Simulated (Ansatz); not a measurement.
# CH5Cl2InS: how energies converge with the basis set

Aim: see how fast density functionals converge with the basis set for CH5Cl2InS.

The runs use Ansatz 0.2.0, Gaussian basis; one geometry, several basis sets.

Plan: PBE0-D4/def2-SVP; ωB97M-V/def2-SVP; PBE0-D4/def2-QZVPP; ωB97M-V/def2-QZVPP; the functionals' def2-TZVPP values are taken from earlier runs.

### Step 1. Structure used throughout

All runs share one geometry, relaxed beforehand with PBE0-D4 in a triple-zeta def2 set. In takes the def2 core potential; no spin-orbit term is included.

SMILES `[CH3][In-]([SH2+])([Cl])[Cl]`, 10 atoms, charge 0, spin multiplicity 1.

Atoms are counted from 1 here; the program's logs count them from 0.

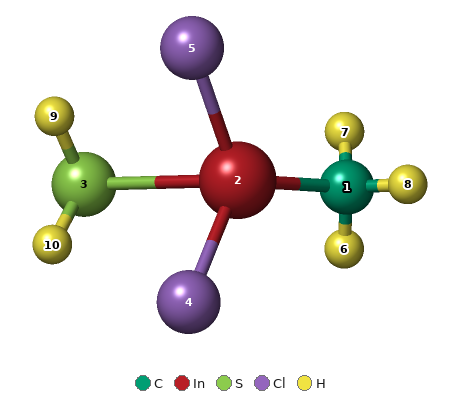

The geometry (carbon teal, indium red, sulfur green, chlorine purple, hydrogen yellow); atoms are numbered from 1 in the order of the file.

### Step 2. PBE0-D4 in def2-SVP

in.yaml

```yaml
crystal:
  periodic: [false, false, false]
  atoms:
    - {symbol: C, position_ang: [-1.858594, -0.314715, 0.510323]}
    - {symbol: In, position_ang: [-0.154720, 0.441184, -0.520540]}
    - {symbol: S, position_ang: [2.115520, -0.697853, 0.663112]}
    - {symbol: Cl, position_ang: [0.509883, -0.349400, -2.639468]}
    - {symbol: Cl, position_ang: [0.700496, 2.607695, -0.157007]}
    - {symbol: H, position_ang: [-1.899149, -1.397460, 0.399032]}
    - {symbol: H, position_ang: [-1.792665, -0.049283, 1.564665]}
    - {symbol: H, position_ang: [-2.758474, 0.126665, 0.082475]}
    - {symbol: H, position_ang: [2.655225, 0.535079, 0.679777]}
    - {symbol: H, position_ang: [2.565479, -0.953114, -0.579469]}
basis:
  gaussian: {orbitals: def2-SVP}
hamiltonian: {xc: pbe0, dispersion: d4}
output: {orbitals: {seedname: orbitals}}
```

Command:

```bash
$ ansatz run in.yaml --threads 8 --pin off --events-out ev --progress --plain --max-ram 18278MiB
```

What it wrote:

```text
Functional definition: PBE0
  name "PBE0"
  cite "Adamo & Barone, J. Chem. Phys. 110, 6158 (1999) doi:10.1063/1.478522"
  cite "Perdew, Burke & Ernzerhof, Phys. Rev. Lett. 77, 3865 (1996) doi:10.1103/PhysRevLett.77.3865"
  parent pbe
  parameter a = 0.25
  parameter kappa = 0.804
  parameter beta = 0.06672455060314922
  exchange = (1 - a)*pbe_x(kappa = kappa, mu = beta*pi^2/3) + a*exact_x
  correlation = pbe_c(beta = beta)
1228 factors; integrals over basis functions are off by at most 1.3e-3 eV
mean field evaluation 1: about -42145.1850 eV, gradient 4.7e1 eV
mean field evaluation 2: about -42141.7842 eV, gradient 5.6e1 eV
mean field evaluation 4: about -42150.8454 eV, gradient 2.0e0 eV
mean field evaluation 8: about -42150.9920 eV, gradient 1.9e-1 eV
mean field evaluation 16: about -42150.9921 eV, gradient 1.4e-5 eV
mean field -42150.99213637 eV, -1549.0203900429 hartree, gradient 1.4e-5 eV, S^2 0.000000; 0 other end points of the search recorded, 0 dependent functions left out
reference -42150.99217349 eV, -1549.0203914072 hartree; 41, 41 occupied and 78, 78 virtual orbitals, 1228 factors
Total energy: -42151.24403696 eV, -1549.0296472188 hartree
```

Run time: 1 s. Hardware: 8 threads of Arm Neoverse V1, shared host; peak memory 0.3 GiB.

### Step 3. ωB97M-V in def2-SVP

Edit in.yaml of step 2 so:

```diff
@@ -15,3 +15,3 @@
   gaussian: {orbitals: def2-SVP}
-hamiltonian: {xc: pbe0, dispersion: d4}
+hamiltonian: {xc: {name: wB97M-V}}
 output: {orbitals: {seedname: orbitals}}
```

The command is unchanged.

What it wrote (excerpt; [...] marks lines left out):

```text
Functional definition: wB97M-V
  name "wB97M-V"
  cite "Mardirossian & Head-Gordon, J. Chem. Phys. 144, 214110 (2016) doi:10.1063/1.4952647"
  cite "Becke, J. Chem. Phys. 107, 8554 (1997) doi:10.1063/1.475007"
  cite "Vydrov & Van Voorhis, J. Chem. Phys. 133, 244103 (2010) doi:10.1063/1.3521275"
  # Of w^i u^j: cxij and so on, Table III.
[...]
  gx(w, u) = 1 - cx + cx01*u + cx10*w
  gss(w, u) = css00 + css04*u^4 + css10*w + css20*w^2 + css43*w^4*u^3
  gos(w, u) = cos00 + cos10*w + (cos20 + cos21*u)*w^2 + (cos60 + cos61*u)*w^6
[...]
      + integral(e_c_pw_mod_opposite_spin*gos(b97_w_opposite, b97_u_opposite)) + vv10(b, c)
1228 factors; integrals over basis functions are off by at most 1.3e-3 eV
329 factors; integrals over basis functions are off by at most 8.4e-6 eV
[...]
mean field -42160.40500512 eV, -1549.3663065891 hartree, gradient 4.1e-5 eV, S^2 0.000000; 0 other end points of the search recorded, 0 dependent functions left out
reference -42160.40506442 eV, -1549.3663087685 hartree; 41, 41 occupied and 78, 78 virtual orbitals, 1228 factors
Total energy: -42160.40506442 eV, -1549.3663087685 hartree
```

Wall time 3.9 s (8 threads of Arm Neoverse V1, shared host); peak memory 0.46 GiB.

### Step 4. PBE0-D4 in def2-QZVPP

Edit in.yaml of step 3 so:

```diff
@@ -14,4 +14,4 @@
 basis:
-  gaussian: {orbitals: def2-SVP}
-hamiltonian: {xc: {name: wB97M-V}}
+  gaussian: {orbitals: "def2-QZVPP.json"}
+hamiltonian: {xc: pbe0, dispersion: d4}
 output: {orbitals: {seedname: orbitals}}
```

The command is unchanged.

What it wrote:

```text
Functional definition: PBE0
  name "PBE0"
  cite "Adamo & Barone, J. Chem. Phys. 110, 6158 (1999) doi:10.1063/1.478522"
  cite "Perdew, Burke & Ernzerhof, Phys. Rev. Lett. 77, 3865 (1996) doi:10.1103/PhysRevLett.77.3865"
  parent pbe
  parameter a = 0.25
  parameter kappa = 0.804
  parameter beta = 0.06672455060314922
  exchange = (1 - a)*pbe_x(kappa = kappa, mu = beta*pi^2/3) + a*exact_x
  correlation = pbe_c(beta = beta)
2093 factors; their error is unknown
mean field evaluation 1: about -42157.9602 eV, gradient 5.9e1 eV
mean field evaluation 2: about -42152.5745 eV, gradient 7.0e1 eV
mean field evaluation 4: about -42165.9049 eV, gradient 3.7e0 eV
mean field evaluation 8: about -42165.9304 eV, gradient 5.5e-2 eV
mean field evaluation 16: about -42166.0126 eV, gradient 4.8e-5 eV
mean field -42166.01264882 eV, -1549.5723836944 hartree, gradient 4.8e-5 eV, S^2 0.000000; 0 other end points of the search recorded, 0 dependent functions left out
reference -42166.01269327 eV, -1549.5723853278 hartree; 41, 41 occupied and 458, 458 virtual orbitals, 2093 factors
Total energy: -42166.26455674 eV, -1549.5816411394 hartree
```

It took 7.5 s on 8 threads of Arm Neoverse V1, shared host; peak memory 2.5 GiB.

### Step 5. ωB97M-V in def2-QZVPP

Edit in.yaml of step 4 so:

```diff
@@ -15,3 +15,3 @@
   gaussian: {orbitals: "def2-QZVPP.json"}
-hamiltonian: {xc: pbe0, dispersion: d4}
+hamiltonian: {xc: {name: wB97M-V}}
 output: {orbitals: {seedname: orbitals}}
```

Launched as before.

What it wrote (excerpt; [...] marks lines left out):

```text
Functional definition: wB97M-V
  name "wB97M-V"
  cite "Mardirossian & Head-Gordon, J. Chem. Phys. 144, 214110 (2016) doi:10.1063/1.4952647"
  cite "Becke, J. Chem. Phys. 107, 8554 (1997) doi:10.1063/1.475007"
  cite "Vydrov & Van Voorhis, J. Chem. Phys. 133, 244103 (2010) doi:10.1063/1.3521275"
  # Of w^i u^j: cxij and so on, Table III.
[...]
  gx(w, u) = 1 - cx + cx01*u + cx10*w
  gss(w, u) = css00 + css04*u^4 + css10*w + css20*w^2 + css43*w^4*u^3
  gos(w, u) = cos00 + cos10*w + (cos20 + cos21*u)*w^2 + (cos60 + cos61*u)*w^6
[...]
      + integral(e_c_pw_mod_opposite_spin*gos(b97_w_opposite, b97_u_opposite)) + vv10(b, c)
1993 factors; their error is unknown
396 factors; integrals over basis functions are off by at most 2.6e-5 eV
[...]
mean field -42175.35580723 eV, -1549.9157384327 hartree, gradient 1.9e-5 eV, S^2 0.000000; 0 other end points of the search recorded, 0 dependent functions left out
reference -42175.35587950 eV, -1549.9157410888 hartree; 41, 41 occupied and 458, 458 virtual orbitals, 1993 factors
Total energy: -42175.35587950 eV, -1549.9157410888 hartree
```

Wall time 16 s (8 threads of Arm Neoverse V1, shared host); peak memory 3 GiB.

### Step 6. Functionals by basis

The def2-TZVPP values come from earlier runs at the same geometry.

```tsv
functional	basis	functions	energy (eV)	from the largest (eV)	HOMO (eV)	LUMO (eV)
PBE0-D4	def2-SVP	119	-42151.2440	15.021	-7.97	-0.71
PBE0-D4	def2-TZVPP	277	-42165.0902	1.174	-8.11	-0.98
PBE0-D4	def2-QZVPP	499	-42166.2646	0.000	-8.14	-1.09
ωB97M-V	def2-SVP	119	-42160.4051	14.951	-10.10	1.31
ωB97M-V	def2-TZVPP	277	-42174.2286	1.127	-10.28	0.87
ωB97M-V	def2-QZVPP	499	-42175.3559	0.000	-10.31	0.53
```

### Step 7. Summary of results

| quantity | value |
| --- | --- |
| PBE0-D4: double and triple zeta above quadruple | 15.02, 1.17 eV |
| ωB97M-V: double and triple zeta above quadruple | 14.95, 1.13 eV |

In words: PBE0-D4 gains 13.85 eV from double to triple zeta, then 1.17 eV more. Total energies overstate the basis error of differences, where much of it tends to cancel. The LUMO of ωB97M-V is positive and keeps falling with the basis (1.31 to 0.53 eV): an unbound level that the basis holds in place.

For PBE0-D4 the largest set took about 8 times as long as the smallest (7.5 s against 1 s).
